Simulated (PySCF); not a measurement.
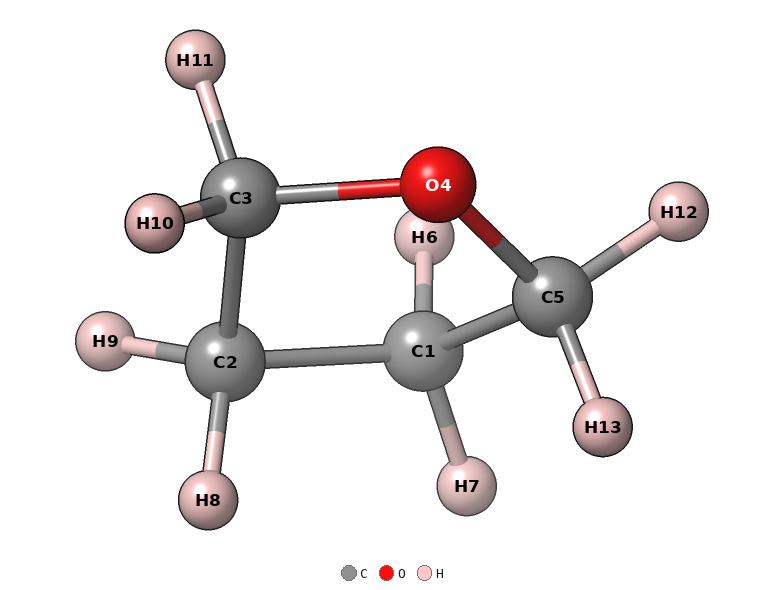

Atoms fade into the background with distance from the viewer. Computed geometry: GFN2-xTB optimisation. No frequency run is at hand to confirm it as a minimum.

### What is the conformation of the ring C1–C2–C3–O4–C5?

It is a twist (half-chair). The Cremer–Pople amplitude Q is 0.37 Å.

### Give the torsion angles round the ring, beginning with the bond from its second to its third atom.

−31°, 12°, 12°, −31°, 36°.
